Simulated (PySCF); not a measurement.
Run report: C$_{3}$H$_{3}$Cl$_{2}$FSi, NMR shielding calculation

- system: C$_{3}$H$_{3}$Cl$_{2}$FSi, SMILES CC#C[Si](F)(Cl)Cl
- method: GIAO PBE0/pcSseg-1 NMR shielding, non-relativistic, gas phase (PySCF 2.14.0)

The geometry comes from this level: GFN2-xTB. It belongs to a series of runs on one base structure; here: C replaced by Si. Figures and captions count atoms from 1; the log counts them from 0 in places.

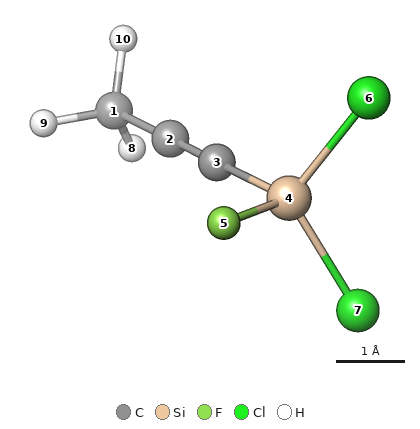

The structure as given in the input (ball-and-stick view, seen at a tilt; atoms are numbered from 1 in the order of the input). Bond lengths as drawn: Cl–Si 2.00 Å, C–C 1.21 to 1.44 Å, C–H 1.09 Å, C–Si 1.83 Å and F–Si 1.61 Å.

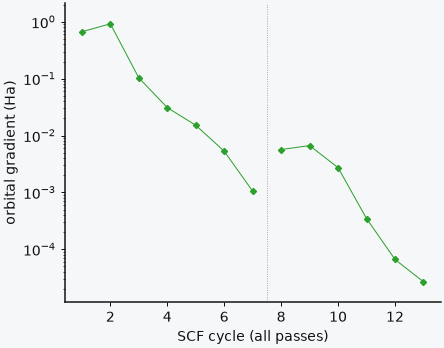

Convergence of the self-consistent field: orbital gradient against the SCF cycle. The dotted line marks the change from a coarse to the final integration grid. The first 7 cycles use a coarse grid, the final grid takes over at cycle 8, and the field converges after 13 cycles in all.

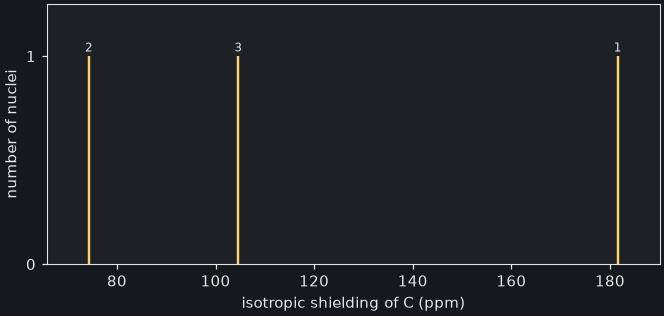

Isotropic shieldings of the carbon nuclei in this fixed geometry, labelled by atom number; shielding grows to the right, so chemical shift grows to the left. The least shielded is C2 (74.3 ppm), the most shielded C1 (181.6 ppm).

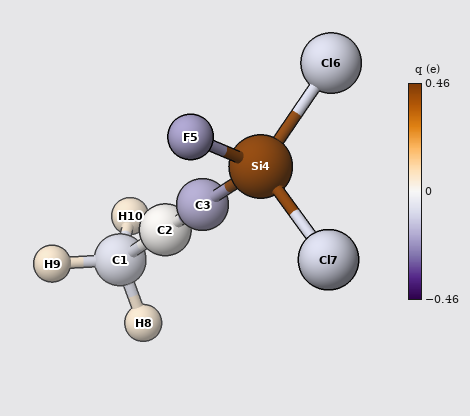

Hirshfeld charges, as the colour of each atom (ball-and-stick view, seen at a tilt; atoms are numbered from 1 in the order of the input). By element: C −0.20 to +0.01, Si +0.43, F −0.20, Cl −0.09 and H +0.07 e.

These pictures come from the run below.

Input file:
```
{"job": {"kind": "nmr", "xc": "PBE0", "basis": "pcSseg-1"}, "charge": 0, "multiplicity": 1}
C      2.270382    -0.276120    -0.049282
C      0.842248    -0.095678    -0.021343
C     -0.352752     0.065597    -0.001273
Si    -2.173226     0.284209     0.036751
F     -2.478795     1.806742    -0.393875
Cl    -2.914270     0.064338     1.885686
Cl    -3.096133    -0.878181    -1.308949
H      2.520330    -1.154888    -0.642814
H      2.744882     0.598926    -0.491897
H      2.646218    -0.410291     0.964468
```

The first line tells a small driver script what to run in PySCF; the rest is the geometry in Å.

Launch command:
```bash
OMP_NUM_THREADS=1 python <driver script> task.json out
```

What the program printed:
```
coarse grid: 11080 points
cycle   1  E = -1425.1168509397  dE =  9.074e-01  |g| = 6.676e-01  |ddm| = 3.610e+00
cycle   2  E = -1425.0611034993  dE =  5.575e-02  |g| = 9.222e-01  |ddm| = 1.267e+00
cycle   3  E = -1425.2051448231  dE = -1.440e-01  |g| = 1.033e-01  |ddm| = 7.121e-01
cycle   4  E = -1425.2070236619  dE = -1.879e-03  |g| = 3.101e-02  |ddm| = 1.133e-01
cycle   5  E = -1425.2071594048  dE = -1.357e-04  |g| = 1.517e-02  |ddm| = 3.303e-02
cycle   6  E = -1425.2072096689  dE = -5.026e-05  |g| = 5.308e-03  |ddm| = 1.327e-02
cycle   7  E = -1425.2072166958  dE = -7.027e-06  |g| = 1.050e-03  |ddm| = 5.371e-03
final grid: 96768 points
cycle   8  E = -1425.2519977533  dE = -2.933e-05  |g| = 5.674e-03  |ddm| = 3.554e-02
cycle   9  E = -1425.2519930323  dE =  4.721e-06  |g| = 6.653e-03  |ddm| = 1.016e-02
cycle  10  E = -1425.2520023753  dE = -9.343e-06  |g| = 2.724e-03  |ddm| = 6.171e-03
cycle  11  E = -1425.2520041977  dE = -1.822e-06  |g| = 3.472e-04  |ddm| = 2.250e-03
cycle  12  E = -1425.2520042232  dE = -2.552e-08  |g| = 6.633e-05  |ddm| = 3.156e-04
cycle  13  E = -1425.2520042238  dE = -6.069e-10  |g| = 2.681e-05  |ddm| = 6.561e-05
converged SCF energy = -1425.2520042238

GIAO shielding tensors (ppm)
atom      isotropic    diamagn.    paramagn.     s11        s22        s33       span
  0 C      181.587     251.718     -70.131    172.876    172.936    198.948     26.071
  1 C       74.331     271.622    -197.291    -20.616    -18.307    261.915    282.531
  2 C      104.622     260.885    -156.264     18.508     22.028    273.329    254.821
  3 Si     380.058     876.881    -496.823    360.163    385.945    394.066     33.903
  4 F      275.076     468.283    -193.207    229.499    262.711    333.018    103.519
  5 Cl     837.806    1147.666    -309.860    729.836    780.290   1003.292    273.456
  6 Cl     838.070    1147.661    -309.591    730.344    780.574   1003.292    272.949
  7 H       29.598      28.159       1.439     24.462     27.943     36.390     11.928
  8 H       29.578      28.134       1.445     24.465     27.716     36.554     12.089
  9 H       29.596      28.163       1.433     24.448     27.925     36.416     11.968
```

Summary:

```csv
quantity,value
outcome,converged
total energy,−1425.252004 hartree
HOMO,−8.42 eV
LUMO,−0.59 eV
dipole moment,3.56 D
"isotropic shielding, C",74.3 to 181.6 ppm
"isotropic shielding, Si",380.1 ppm
"isotropic shielding, F",275.1 ppm
"isotropic shielding, Cl",837.8 to 838.1 ppm
"isotropic shielding, H",29.6 ppm
hardware,"1 CPU thread, shared host"
wall time,18 s
peak memory,0.71 GiB
```
